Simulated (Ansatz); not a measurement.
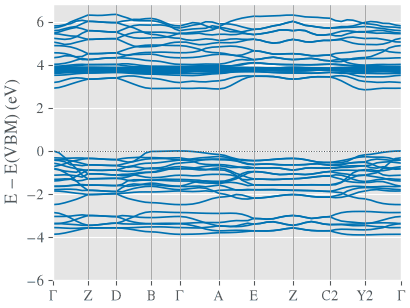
Figure: Band structure from r²SCAN in the plane-wave PAW code Ansatz

Problem. Read off the gap and where the band edges lie.

Solution. About 2.8 eV (2.84 eV by a search for the band edges); maximum at Γ, minimum at Y2.

The material is KLaGeS4 in space group P2_1 (No. 4; Pearson symbol mP14).

The first step of the workflow began from a Materials Project structure, measured or hypothetical; the Crystallography Open Database copy checked does not list it. Its standing as an ambient phase is unchecked. Symmetry was held in the r²SCAN relaxation; its stability against distortions is not shown here. Spin–orbit coupling is left out wherever it is not named.

Potentials: the later of the program's two PAW sets.
